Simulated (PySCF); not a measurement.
C4H12GeOSi (SMILES [SiH3][O][GeH]1[CH2]CC[CH2]1)

```yaml
atoms:
  - { symbol: Si, position_ang: [3.3109, 0.3714, -0.4333] }
  - { symbol: O, position_ang: [1.8020, 0.5865, 0.2005] }
  - { symbol: Ge, position_ang: [0.4293, -0.4297, 0.7337] }
  - { symbol: C, position_ang: [-1.0080, 0.7467, 1.3447] }
  - { symbol: C, position_ang: [-1.9308, 0.8085, 0.1198] }
  - { symbol: C, position_ang: [-1.9921, -0.5681, -0.5577] }
  - { symbol: C, position_ang: [-0.5731, -1.0939, -0.8181] }
  - { symbol: H, position_ang: [3.9728, 1.7029, -0.5558] }
  - { symbol: H, position_ang: [4.1501, -0.5079, 0.4434] }
  - { symbol: H, position_ang: [3.2497, -0.2618, -1.7904] }
  - { symbol: H, position_ang: [0.9963, -1.4625, 1.7293] }
  - { symbol: H, position_ang: [-1.5191, 0.2903, 2.2083] }
  - { symbol: H, position_ang: [-0.6303, 1.7303, 1.6582] }
  - { symbol: H, position_ang: [-1.5315, 1.5447, -0.5999] }
  - { symbol: H, position_ang: [-2.9424, 1.1539, 0.3886] }
  - { symbol: H, position_ang: [-2.5242, -1.2677, 0.1119] }
  - { symbol: H, position_ang: [-2.5844, -0.5215, -1.4862] }
  - { symbol: H, position_ang: [-0.1313, -0.6247, -1.7129] }
  - { symbol: H, position_ang: [-0.5340, -2.1832, -0.9594] }
```

Geometry: PBE0-D3(BJ)/def2-SVP.

Method: PySCF, CAM-B3LYP/def2-SVPD, SCF density, gas phase.

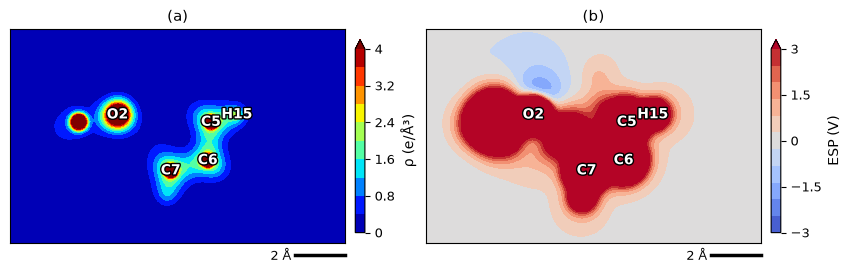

Figure 1. (a) total electron density; (b) molecular electrostatic potential on the plane of atoms C5, C6 and C7.

**Interpret the plot.**

- The section cuts through O, C and H sites.
- C–C (1.54 Å): ρ is about 1.6 e/Å³ halfway.
- C–H (1.10 Å): ρ is about 1.9 e/Å³ halfway.
- Outside the dense part of the molecule the potential is most negative (−1.6 V) near O2.

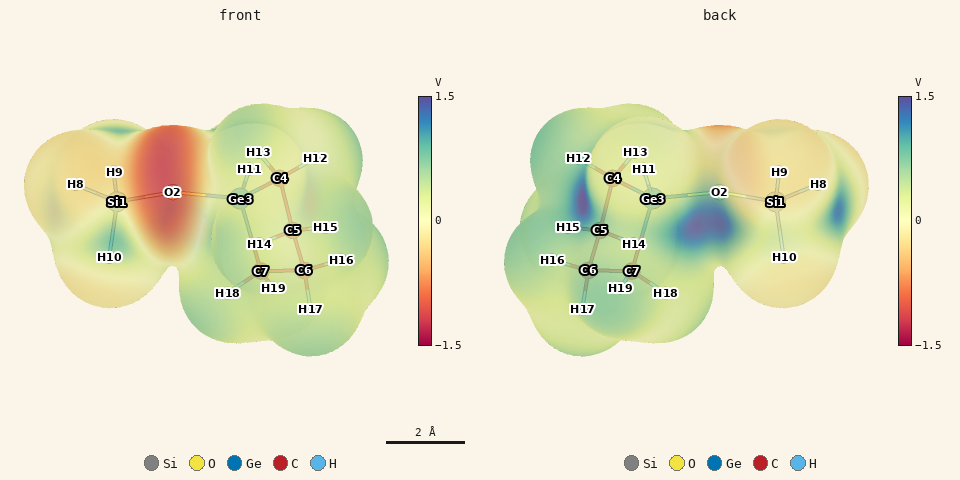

Figure 2. The electrostatic potential painted on the density surface at 0.002 e/bohr³, seen from the front and from behind; the colour scale runs from red (negative) to blue (positive).

**Describe the electrostatic potential map.**

The most negative region (about −1.2 V, or −28 kcal/mol for a unit charge) lies over O2, the most positive (about +1.4 V, or +32 kcal/mol for a unit charge) over Si1 and Ge3. O2 is the likeliest acceptor of a hydrogen bond.

**How polar is the molecule by this calculation?**

Its dipole moment is 1.80 D.
